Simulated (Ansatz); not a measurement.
# Response to strain in PtTe2

Start from PtTe$_{2}$ (space group P-3m1, No. 164; a = 4.0526 Å, c = 5.0969 Å; layered; relaxed with 0.1 eV smearing).

Strains are applied to the cell and any free atomic positions relax.

All numbers come from Ansatz (a first-principles code), PBE-D3(BJ), PAW, cutoff 420 eV, scalar-relativistic without spin-orbit coupling.

Notes on the quantities. energy relative to the base: free energy F.

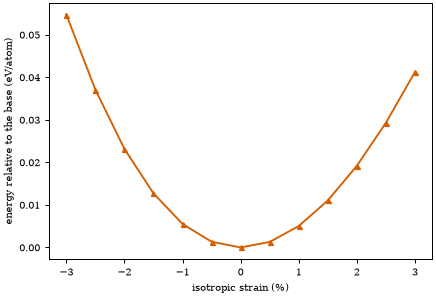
*Energy relative to the base against isotropic strain*

```csv
isotropic strain (%),energy relative to the base
-3,+55 meV/atom
-2.5,+37 meV/atom
-2,+23 meV/atom
-1.5,+13 meV/atom
-1,+5.5 meV/atom
-0.5,+1.3 meV/atom
0.5,+1.3 meV/atom
1,+5.0 meV/atom
1.5,+11 meV/atom
2,+19 meV/atom
2.5,+29 meV/atom
3,+41 meV/atom
```

Stability against distortions was not tested. The final runs are not spin-polarised.
